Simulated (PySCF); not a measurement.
C2H5F3Si2, SMILES F[Si](F)(F)/C=C/[SiH3], CAM-B3LYP/def2-SVP optimised geometry. Atoms within 1.6 Å of the plane z = 0.0 Å (x, y, z in Å): Si1 (0.11, 0.50, 0.00), C2 (-0.53, -0.38, -1.53), C3 (-1.30, -1.48, -1.51), H8 (-0.36, 1.92, 0.00), H9 (1.60, 0.50, 0.00), H10 (-0.40, -0.20, 1.21), H12 (-1.60, -1.92, -0.55).

Computed with CAM-B3LYP/def2-TZVP run with PySCF. Cells within 0.4 Å of a nucleus heavier than hydrogen are left out (blank, or x).

Map of the HOMO amplitude (bohr^(-3/2)) on the plane z = 0.0 Å; orbital energy -10.15 eV, overall sign arbitrary:

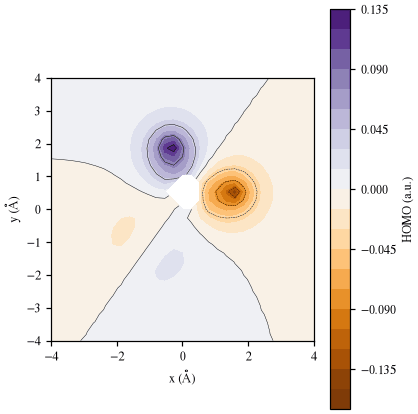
HOMO amplitude (bohr^(-3/2)) on the plane z = 0.0 Å.
